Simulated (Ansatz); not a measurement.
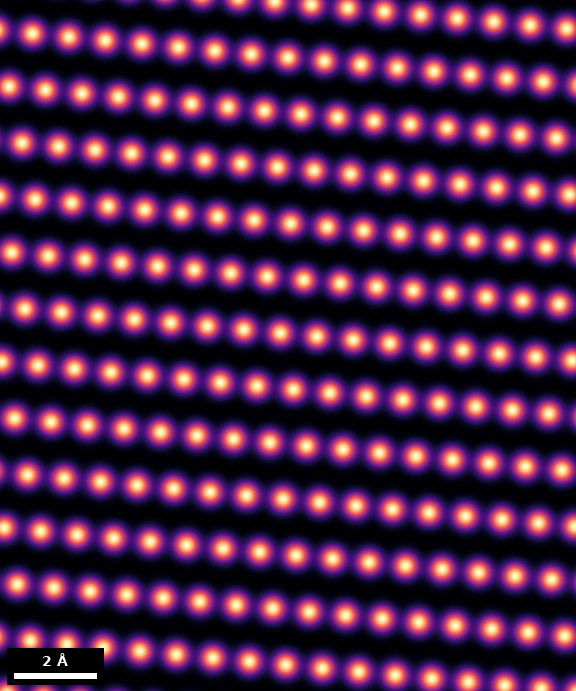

HAADF-like image of Rh (Fm-3m, No. 225). Simulation: incoherent imaging, intensity Z^1.7 per atom, probe width 0.50 Å, thin sample. The probe carries 15 % of its weight in a tail 2.5 times as wide. Structure: the input geometry of a calculation.

```cif
data_structure
_symmetry_space_group_name_H-M 'Fm-3m'
_symmetry_Int_Tables_number 225
_cell_length_a 3.7798
_cell_length_b 3.7798
_cell_length_c 3.7798
_cell_angle_alpha 90.000
_cell_angle_beta 90.000
_cell_angle_gamma 90.000
_cell_volume 54.00
loop_
_atom_site_label
_atom_site_type_symbol
_atom_site_symmetry_multiplicity
_atom_site_Wyckoff_symbol
_atom_site_fract_x
_atom_site_fract_y
_atom_site_fract_z
_atom_site_occupancy
Rh1 Rh 4 a 0.00000 0.00000 0.00000 1
```

Question: Along which zone axis is the crystal seen: [110], [210], [111] or [221]? (Directions equivalent by symmetry count as one.)

Answer: [221]. The projected cells are 2.31 × 2.31 Å, 109° for [110]; 0.85 × 1.89 Å, 90° for [210]; 1.54 × 1.54 Å, 120° for [111]; 0.89 × 1.41 Å, 108° for [221], and the image repeats as the [221] one does.
